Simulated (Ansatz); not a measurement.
The calculation's input:

```
crystal:
  periodic: [false, false, false]
  atoms:
    - {symbol: C, position_ang: [-0.279100, 0.944668, -1.124790]}
    - {symbol: Ga, position_ang: [0.513388, -0.531858, -0.104388]}
    - {symbol: N, position_ang: [-0.068180, -0.807640, 1.596756]}
    - {symbol: H, position_ang: [-0.755984, 0.568332, -2.033077]}
    - {symbol: H, position_ang: [0.493364, 1.652233, -1.435637]}
    - {symbol: H, position_ang: [-1.026297, 1.483452, -0.540124]}
    - {symbol: H, position_ang: [1.617887, -1.521304, -0.608688]}
    - {symbol: H, position_ang: [0.276534, -1.536607, 2.197701]}
    - {symbol: H, position_ang: [-0.771612, -0.251286, 2.052236]}
basis:
  gaussian: {orbitals: def2-TZVPP}
hamiltonian: {xc: pbe0, dispersion: d4}
output: {orbitals: {seedname: orbitals}}
```

Launched as:

```sh
ansatz run in.yaml --threads 2 --pin off --events-out ev --progress --plain --max-ram 32768MiB --backend cpu
```

Geometry: PBE0-D4/def2-TZVP.

All numbers below come from RKS PBE0-D4/def2-TZVPP in Ansatz 0.2.0.

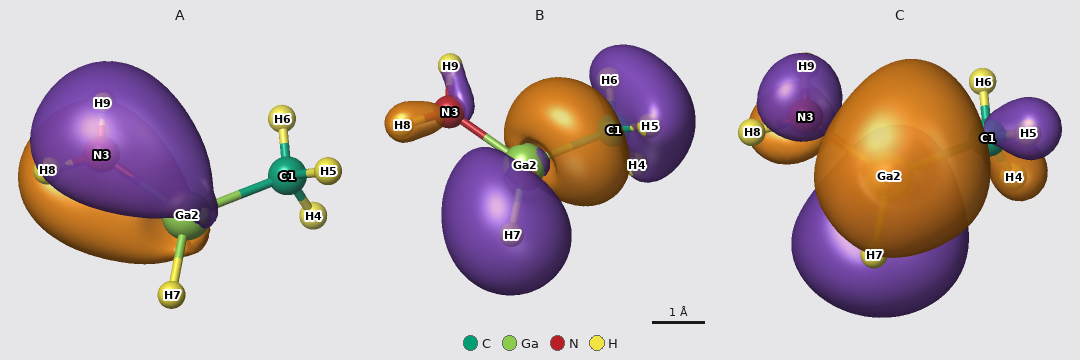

CH$_{6}$GaN (SMILES [CH3][GaH][NH2]). Three frontier orbitals at ±0.08 Å⁻³ᐟ² (orange and purple are the two phases), in no order.

Q: Which picture is the HOMO−1, the HOMO and the LUMO?

A: B is the HOMO−1 (−7.95 eV). It lies mainly on C1 (about 35 %), Ga2 (about 30 %) and H7 (about 25 %). A is the HOMO (−7.18 eV). It lies mainly on N3 (about 70 %) and Ga2 (about 15 %); largely a lone pair of N3. C is the LUMO (−0.27 eV). It lies mainly on Ga2 (about 70 %), N3 (about 10 %) and H7 (about 5 %).

Q: What is the HOMO–LUMO gap?

A: 6.91 eV between the orbital energies.
